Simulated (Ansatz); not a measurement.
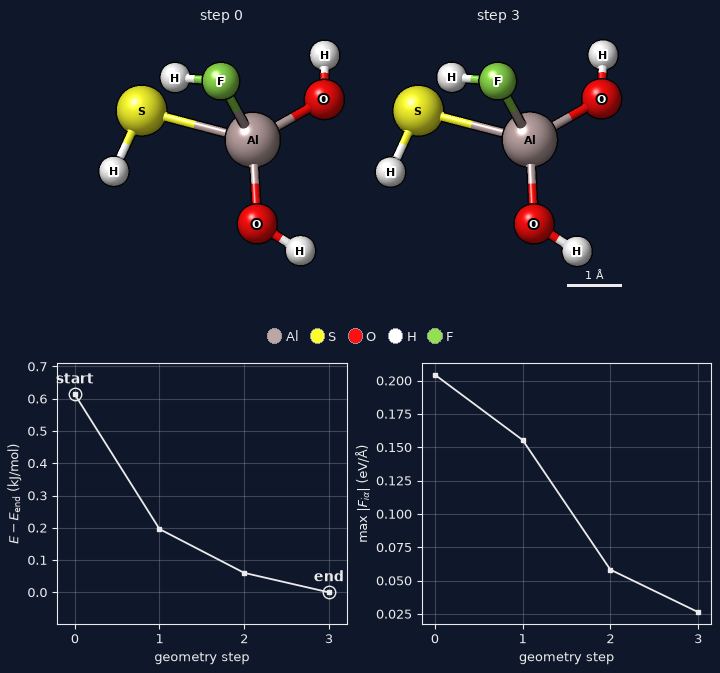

First and last geometry of a saddle-point search of AlH₄SO₂F, with the history of the run. The picture is a ball-and-stick view, seen from a free direction.

These are results of Ansatz, RKS PBE0-D4/def2-SVP, not measurements.

The input:
```yaml
crystal:
  periodic: [false, false, false]
  atoms:
    - {symbol: Al, position_ang: [-0.241056, -0.193654, -0.203740]}
    - {symbol: S, position_ang: [1.830541, 0.764302, -0.153866]}
    - {symbol: O, position_ang: [-0.394733, -1.800823, -0.697206]}
    - {symbol: O, position_ang: [-1.477050, 0.931184, -0.453718]}
    - {symbol: H, position_ang: [0.937478, 0.256741, 1.489153]}
    - {symbol: F, position_ang: [0.069746, -0.200005, 1.734017]}
    - {symbol: H, position_ang: [1.303904, 2.001618, -0.173372]}
    - {symbol: H, position_ang: [0.293599, -2.460669, -0.707305]}
    - {symbol: H, position_ang: [-2.322331, 0.701305, -0.833864]}
basis:
  gaussian: {orbitals: def2-SVP}
hamiltonian: {xc: pbe0, dispersion: d4}
saddle:
  max_steps: 30
  mode_guess:
    - [-0.1591, -0.1250, 0.3756]
    - [0.0284, 0.0148, 0.3419]
    - [0.0363, 0.0385, -0.0992]
    - [0.0857, 0.0537, -0.0101]
    - [0.3612, 0.2720, -0.5032]
    - [-0.3077, -0.2031, -0.2441]
    - [-0.0592, -0.0134, -0.0191]
    - [-0.0449, -0.0060, 0.0993]
    - [0.0593, -0.0315, 0.0589]
```

Launched with:
```bash
ansatz run in.yaml --threads 4 --pin off --events-out ev --progress --plain --max-ram 9574MiB
```

Did the run converge, and what did it change?

Answer. The relaxation stopped without meeting its thresholds, so the last structure isn't shown to be converged. The input was poor on purpose: start at a minimum. H8 moves most after the best rigid fit: 0.032 Å. Largest moves by element: H 0.032 Å, O 0.014 Å, S 0.009 Å, F 0.006 Å, Al 0.006 Å. Near-neighbour distances that change, for instance: S2–H7 1.345 → 1.352 Å, Al1–O3 1.688 → 1.695 Å, Al1–O4 1.690 → 1.696 Å. Over 3 geometry steps the energy falls by 0.61 kJ/mol. Largest force component: 0.2 eV/Å at the start, 0.026 eV/Å at the end.
